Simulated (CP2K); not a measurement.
Band structure of N2 (P6_3/mmc, 4 atoms in the cell).

```yaml
crystal:
  lattice:
    - [4.16723, 0.00000, 0.00000]
    - [-2.08361, 3.60893, 0.00000]
    - [0.00000, 0.00000, 7.00600]
  atoms:
    - { symbol: N, position: [0.33333, 0.66667, 0.32893] }
    - { symbol: N, position: [0.66667, 0.33333, 0.67107] }
    - { symbol: N, position: [0.66667, 0.33333, 0.82893] }
    - { symbol: N, position: [0.33333, 0.66667, 0.17107] }
```

Method: CP2K with LDA (Pade form), GPW, DZVP-MOLOPT-SR-GTH basis, GTH-PADE potentials (GTH_POTENTIALS).

Settings: CUTOFF = 400 Ry; REL_CUTOFF = 40 Ry; KPOINTS/SCHEME = MONKHORST-PACK 5 5 3; XC_FUNCTIONAL = PADE; N/BASIS_SET = DZVP-MOLOPT-SR-GTH; N/POTENTIAL = GTH-PADE-q5; METHOD = GPW; EPS_DEFAULT = 1e-10; EXTRAPOLATION = USE_GUESS; NGRIDS = 5; SCF_GUESS = ATOMIC; EPS_SCF = 1e-07; MAX_SCF = 100; ADDED_MOS = 5.

The starting cell comes from a database of computed structures (which also holds hypothetical and non-ambient phases and stackings), without a prior relaxation at this level. Values carry the incompleteness of an atom-centred basis.

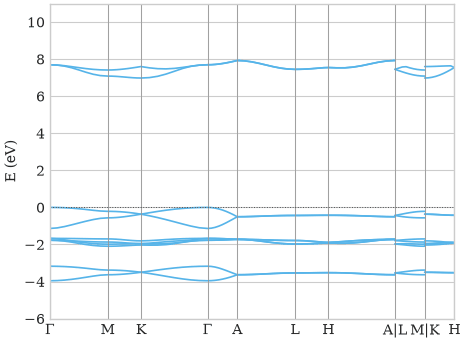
*Bands along the path, energies from the top of the valence band on the SCF mesh.*

Q: Read off roughly the gap and where its edges lie.

A: The gap along the path is about 7.0 eV (computed: 6.98 eV), from Γ to K; the smallest direct gap on it is 7.28 eV.

Levels in eV from the top of the valence band on the SCF mesh, bands 7 to 11:
| point | 7 | 8 | 9 | 10 | 11 |
|---|---|---|---|---|---|
| Γ | -1.67 | -1.67 | -1.14 | 0.00 | 7.69 |
| M | -1.87 | -1.70 | -0.56 | -0.21 | 7.08 |
| K | -1.95 | -1.80 | -0.37 | -0.37 | 6.98 |
| A | -1.72 | -1.72 | -0.50 | -0.50 | 7.92 |
| L | -1.79 | -1.79 | -0.43 | -0.43 | 7.45 |
| H | -1.89 | -1.89 | -0.42 | -0.42 | 7.54 |

Higher empty bands are left out: an atom-centred basis made for the valence describes them poorly.
